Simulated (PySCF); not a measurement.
Vertical excitations of a molecule C₃H₆FNSi from PySCF with TDA-CAM-B3LYP/def2-SVPD, as energy in eV (oscillator strength): 5.58 (0.008), 6.25 (0.008), 6.39 (0.012), 6.57 (0.004), 6.76 (0.010), 7.18 (0.002), 7.39 (0.054), 7.46 (0.032), 7.66 (0.126), 7.73 (0.065). Lowest triplet (TDA): 4.98 eV. The structure is a stationary point at PBE-D3(BJ)/def2-SVP. One conformer was computed; it need not be the lowest.

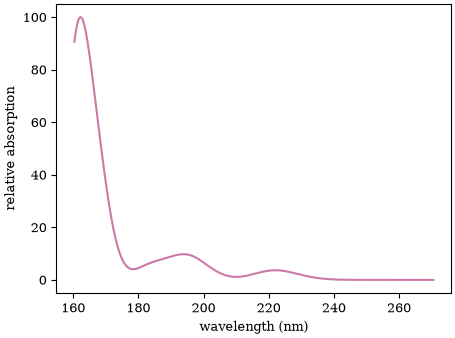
Figure: The lines broadened by 0.4 eV.

Which molecule gave these data?
A. C#C[C@H](N)[SiH2]F
B. NC=C=C(F)[SiH3]
C. N[C@@H]1[SiH2]C=C1F
D. N#CC[SiH2]CF

A, C#C[C@H](N)[SiH2]F
